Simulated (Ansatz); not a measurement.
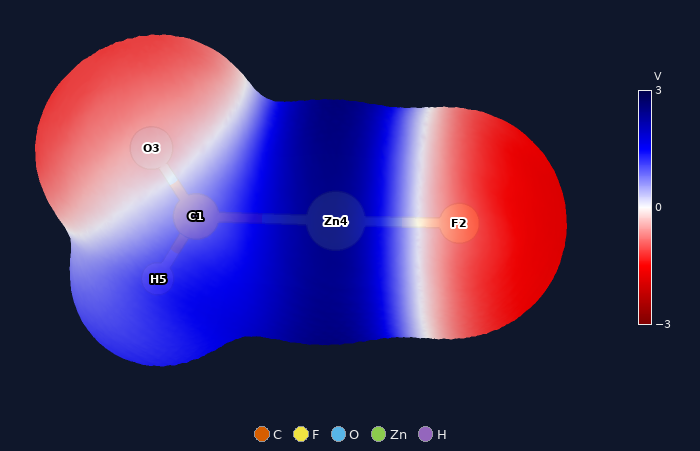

The picture shows: CHFOZn (SMILES O=[CH][Zn][F]). The electrostatic potential painted on the density surface at 0.002 e/bohr³, seen at a tilt; the colour scale runs from red (negative) to blue (positive).

Geometry: PBE0-D3(BJ)/pcseg-1.

Computed with Ansatz 0.2.0, isolated molecule in a Gaussian basis; Kohn-Sham density functional theory, functional PBE0.

```xyz
5

C    -2.7990   -0.9358   -0.4005
F     0.2589   -0.1183   -2.4187
O    -3.9027   -0.8383   -0.8741
Zn   -1.1709   -0.5046   -1.4627
H    -2.6959   -1.2774    0.6622
```

Which sites attract a positive test charge, and which a negative one?

Answer. A positive charge is drawn to the negative regions and a negative charge to the positive ones. The most negative region (about −1.7 V) lies over F2, the most positive (about +2.5 V) over Zn4.

How polar is the molecule by this calculation?

Answer. Its dipole moment is 2.33 D.
